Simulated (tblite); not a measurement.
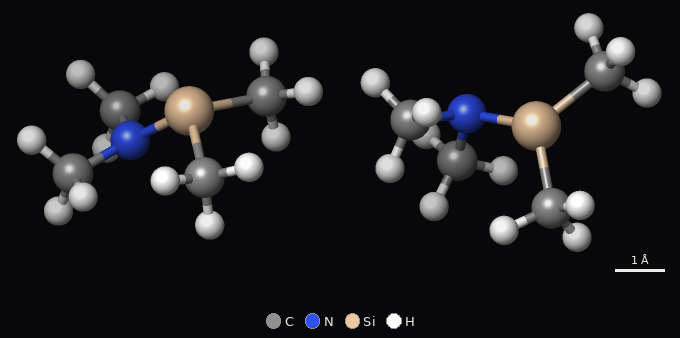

Two geometries of C4H12NSi (multiplicity 2), drawn at one scale. One is the start of a relaxation, the other its converged end. A ball-and-stick model, seen at a tilt.

The calculation used GFN2-xTB geometry optimisation, gas phase (tblite 0.8.0). 

Question: Which geometry has the lower energy?

Answer: The left one is the relaxed one. The largest move after the best rigid fit is that of an H atom, 1.77 Å. By element the largest moves are H 1.77 Å, C 1.13 Å, N 0.57 Å, Si 0.43 Å. Near-neighbour distances that change, for instance: C–Si 1.803 → 1.909 Å, C–Si 1.826 → 1.909 Å, C–H 1.129 → 1.085 Å, C–N 1.467 → 1.438 Å. Bond angles that change, for instance: C–N–Si 106.6° → 121.5°, N–Si–C 118.7° → 107.1°, N–Si–C 117.8° → 107.2°. After 193 geometry steps the energy has fallen by 1.282 eV.
